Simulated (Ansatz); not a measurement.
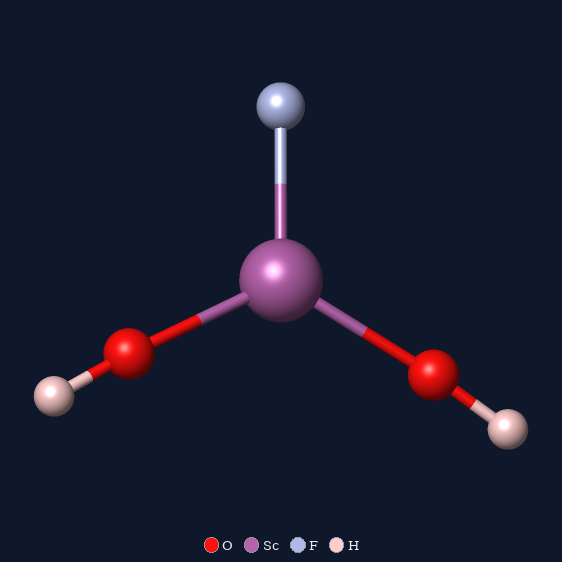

The picture shows a molecular structure as a ball-and-stick model.

The species is neutral and a spin singlet. The geometry was computed by an optimisation with PBE0-D4/def2-TZVP.

Description:

Formula FH₂O₂Sc. Its SMILES string is `[OH][Sc]([OH])[F]`. All atoms lie on one plane. Coordination: 2 O linear; 1 Sc trigonal planar.

More results for the same structure follow; atom numbers are the same in all pictures, views and colours differ.

Geometry

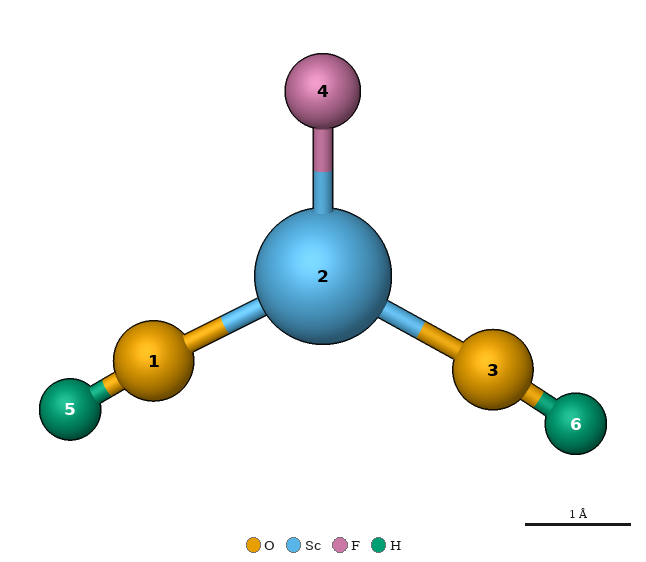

What are the angles O1–Sc2–O3, O1–Sc2–F4, Sc2–O1–H5?

| angle | degrees |
| --- | --- |
| O1–Sc2–O3 | 122.4 |
| O1–Sc2–F4 | 118.8 |
| Sc2–O1–H5 | 176.4 |

Electronic properties

Properties computed with RKS B97M-V/def2-TZVPP (Ansatz 0.2.0).

> Estimate the HOMO energy (Kohn–Sham orbital).

−7.50 eV.

> Estimate the LUMO energy (Kohn–Sham orbital).

−2.48 eV.

Vibrations

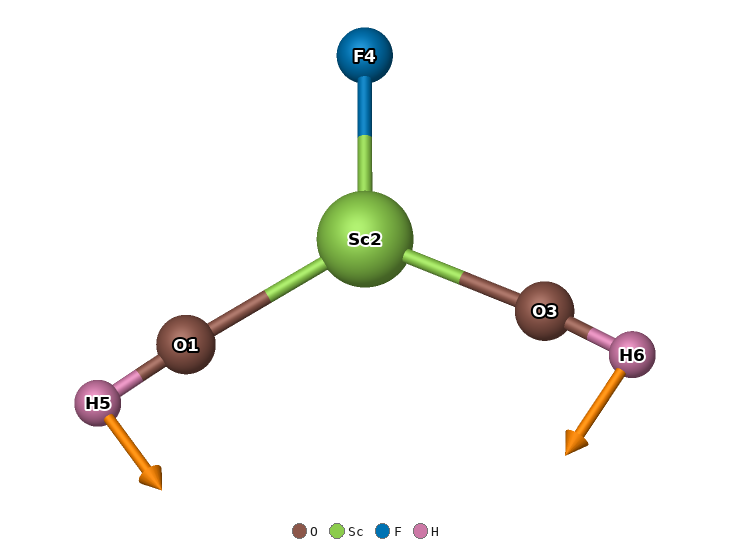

The arrows show one normal mode. Harmonic vibrations computed with RKS PBE0-D4/def2-TZVP (Ansatz 0.2.0) at a stationary point of the same level.

> Estimate its harmonic wavenumber.

249 cm⁻¹; it is mode 5 of 12 counted from the lowest.

Thermal motion

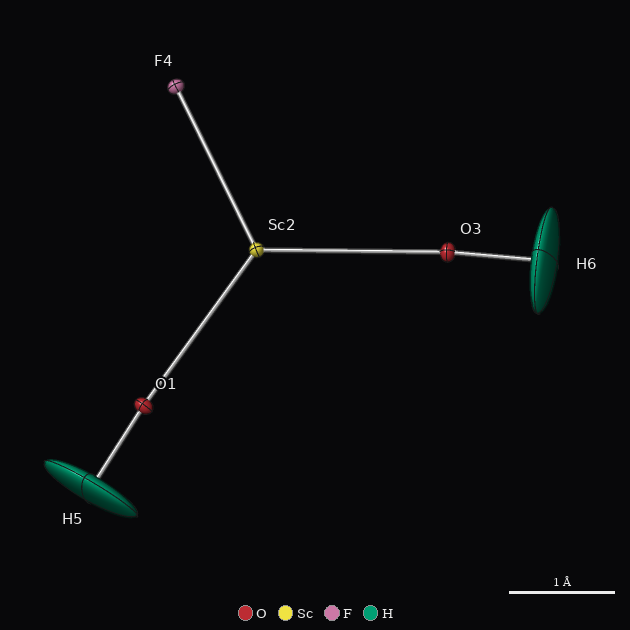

Displacement ellipsoids at the 50 % level, from the internal vibrations of the free molecule (harmonic, no overall translation or rotation; no half-axis is drawn under 0.075 Å). Vibrations computed with RKS PBE0-D4/def2-TZVP (Ansatz 0.2.0). Temperature: 100 K.

List U_eq and the three principal root-mean-square amplitudes for each kind of atom.

| atom | U_eq (Å²) | rms amplitudes (Å) |
| --- | --- | --- |
| O1, O3 | 0.0026 | 0.040, 0.046, 0.064 |
| Sc2 | 0.0014 | 0.024, 0.024, 0.055 |
| F4 | 0.0022 | 0.039, 0.045, 0.054 |
| H5, H6 | 0.0590 | 0.075, 0.234, 0.342 |
